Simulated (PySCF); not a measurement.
```yaml
atoms:
  - { symbol: C, position_ang: [-1.5728, -0.3254, -0.2489] }
  - { symbol: C, position_ang: [-0.3289, 0.1235, 0.4980] }
  - { symbol: C, position_ang: [0.7865, -0.8982, 0.6038] }
  - { symbol: C, position_ang: [1.6174, -0.1378, -0.0932] }
  - { symbol: F, position_ang: [2.8907, -0.2676, -0.4854] }
  - { symbol: C, position_ang: [0.6722, 0.9988, -0.3160] }
  - { symbol: H, position_ang: [-2.1178, -1.0611, 0.3380] }
  - { symbol: H, position_ang: [-2.2299, 0.5211, -0.4362] }
  - { symbol: H, position_ang: [-1.3023, -0.7765, -1.2007] }
  - { symbol: H, position_ang: [-0.6037, 0.5699, 1.4558] }
  - { symbol: H, position_ang: [0.8423, -1.8621, 1.0694] }
  - { symbol: H, position_ang: [0.9564, 1.9414, 0.1486] }
  - { symbol: H, position_ang: [0.3854, 1.1742, -1.3509] }
```

Geometry: GFN2-xTB.

Computed with PBE0/def2-SVPD, SCF density, gas phase in PySCF 2.14.0.

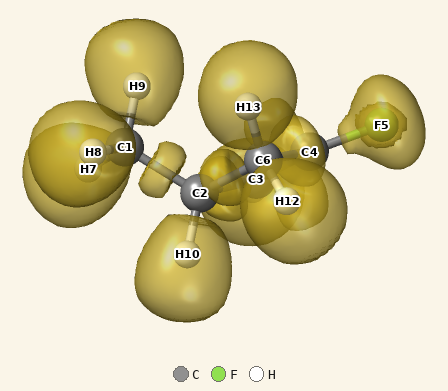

C₅H₇F (SMILES C[C@H]1C=C(F)C1). Isosurface of the electron localisation function at 0.75 (yellow), seen from one side. Core shells and regions of very low density are left out.

Question: What do the ELF domains correspond to?

Answer: At this value the surface marks out five regions between bonded C–C atoms (shared pairs), seven regions around hydrogen nuclei and one region on F in which the atom's valence shell and bonds are merged. Along the contacts the grid gives the following. C–C (1.32 Å): the ELF peaks at about 0.90 between the atoms: a short, multiple covalent bond. C–F (1.34 Å): the ELF peaks at about 0.85 between the atoms (a shared but strongly polarised pair).
